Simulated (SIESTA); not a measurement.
Band structure of CoSi (P2_13, 8 atoms in the cell).

```yaml
crystal:
  lattice:
    - [4.44098, 0.00000, 0.00000]
    - [0.00000, 4.44098, 0.00000]
    - [0.00000, 0.00000, 4.44098]
  atoms:
    - { symbol: Co, position: [0.85410, 0.64590, 0.35410] }
    - { symbol: Co, position: [0.64590, 0.35410, 0.85410] }
    - { symbol: Co, position: [0.35410, 0.85410, 0.64590] }
    - { symbol: Co, position: [0.14590, 0.14590, 0.14590] }
    - { symbol: Si, position: [0.15654, 0.34346, 0.65654] }
    - { symbol: Si, position: [0.34346, 0.65654, 0.15654] }
    - { symbol: Si, position: [0.65654, 0.15654, 0.34346] }
    - { symbol: Si, position: [0.84346, 0.84346, 0.84346] }
```

Computed with GGA PBE, numerical atomic orbitals DZP, PseudoDojo PBE standard norm-conserving potentials (rewritten from UPF to PSML) (SIESTA).

Settings: XC.functional = GGA; XC.authors = PBE; potentials = PseudoDojo PBE standard; PAO.BasisSize = DZP; PAO.EnergyShift = 0.005 Ry; MeshCutoff = 350 Ry; kgrid.MonkhorstPack = 9 9 9; OccupationFunction = MP; OccupationMPOrder = 0; ElectronicTemperature = 1160.45 K; MaxSCFIterations = 150; SCF.Mixer.Method = Pulay; SCF.Mixer.Weight = 0.25; SCF.Mixer.History = 6.

The starting cell comes from a database of computed structures (which also holds hypothetical and non-ambient phases and stackings), without a prior relaxation at this level. Its lattice was rescaled by a random factor within 2.5 % of one. Spin polarisation is off. Values carry the incompleteness of an atom-centred basis.

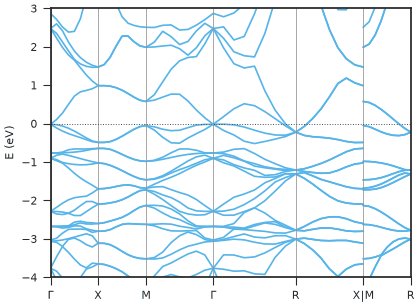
Fig. 1. Bands along the path, energies from the Fermi level.

Levels in eV from the Fermi level, bands 39 to 44:
```json
[
 {"point": "Γ", "39": "-0.77", "40": "-0.77", "41": "-0.02", "42": "-0.02", "43": "-0.02", "44": "2.48"},
 {"point": "X", "39": "-0.65", "40": "-0.65", "41": "-0.49", "42": "-0.49", "43": "0.99", "44": "0.99"},
 {"point": "M", "39": "-0.98", "40": "-0.98", "41": "-0.05", "42": "-0.05", "43": "0.58", "44": "0.58"},
 {"point": "R", "39": "-1.21", "40": "-1.21", "41": "-0.22", "42": "-0.22", "43": "-0.22", "44": "-0.22"}
]
```

Bands cross the Fermi level along this path, so the cell is metallic at this level.

Higher empty bands are left out: an atom-centred basis made for the valence describes them poorly.
